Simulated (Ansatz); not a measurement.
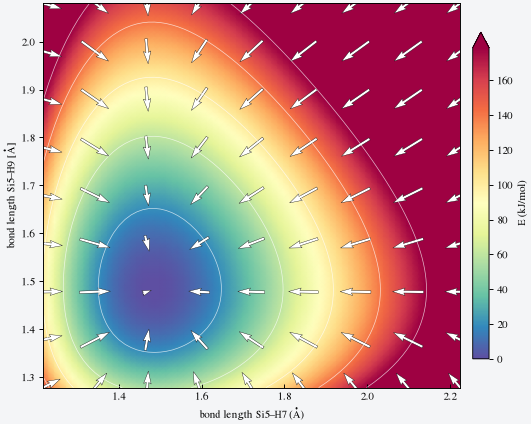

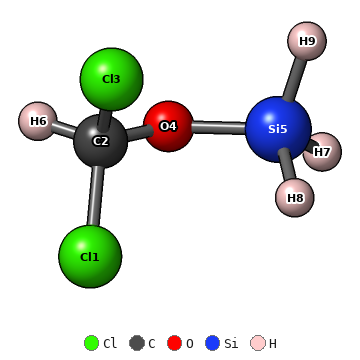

Energy landscape of CH4Cl2OSi, SMILES [SiH3]OC(Cl)Cl. Coordinates scanned: (1) bond length Si5–H7; (2) bond length Si5–H9. Nothing is relaxed (all other coordinates rigid). Grid: 9 × 9 points. Energies are in kJ/mol, from the relaxed molecule at the same level. The reference is spin-restricted, which grows unreliable where a bond is stretched far. All numbers below come from RKS wB97X-V/def2-SVP in Ansatz.

The picture shows a smooth colour map with a few white contour lines, arrows along the force (downhill), their lengths compressed, one colour for all values above the top of the scale. Between grid points the surface is interpolated. The second picture is the structure at the lowest point.

> Describe this landscape.

The lowest grid point is at bond length Si5–H7 = 1.468 Å, bond length Si5–H9 = 1.478 Å, 0.27 kJ/mol from the relaxed molecule at the same level. It is the only kind of minimum in the scanned range. The highest grid point, bond length Si5–H7 = 2.225 Å, bond length Si5–H9 = 2.080 Å, lies 366 kJ/mol above the lowest. Round the minimum the contours are nearly round: the two directions are equally stiff and uncoupled.

The values on the grid:

```csv
"bond length Si5–H9 ↓, bond length Si5–H7 →",1.216,1.342,1.468,1.594,1.720,1.846,1.972,2.099,2.225
2.080,250,175,154,164,193,232,275,321,366
1.980,215,140,119,129,158,197,240,286,331
1.880,181,106,85,95,124,162,206,251,296
1.779,150,75,53,63,92,130,173,219,264
1.679,123,48,26,36,65,103,146,192,237
1.579,105,29,7,17,45,83,126,172,217
1.478,98,23,0,10,38,76,119,164,209
1.378,111,35,13,22,50,87,130,175,220
1.278,153,77,54,63,90,128,171,216,260
```

The input of one point:

```yaml
crystal:
  periodic: [false, false, false]
  atoms:
    - { symbol: Cl, position_ang: [1.859838, -1.199087, -1.06951] }
    - { symbol: C, position_ang: [1.331052, -0.25593, 0.361673] }
    - { symbol: Cl, position_ang: [1.680596, 1.484358, 0.069049] }
    - { symbol: O, position_ang: [0.030427, -0.464448, 0.648152] }
    - { symbol: Si, position_ang: [-1.306945, 0.132765, -0.222047] }
    - { symbol: H, position_ang: [1.96466, -0.570796, 1.200779] }
    - { symbol: H, position_ang: [-2.37689, -0.837446, 0.040499] }
    - { symbol: H, position_ang: [-0.979032, 0.2023, -1.669881] }
    - { symbol: H, position_ang: [-1.679859, 1.464862, 0.298468] }
basis:
  gaussian: { orbitals: def2-SVP }
hamiltonian:
  xc: { name: wB97X-V }
output:
  forces: true
```

The whole map (81 points run) took 49 min on 1 thread of Arm Neoverse N1 (shared host).
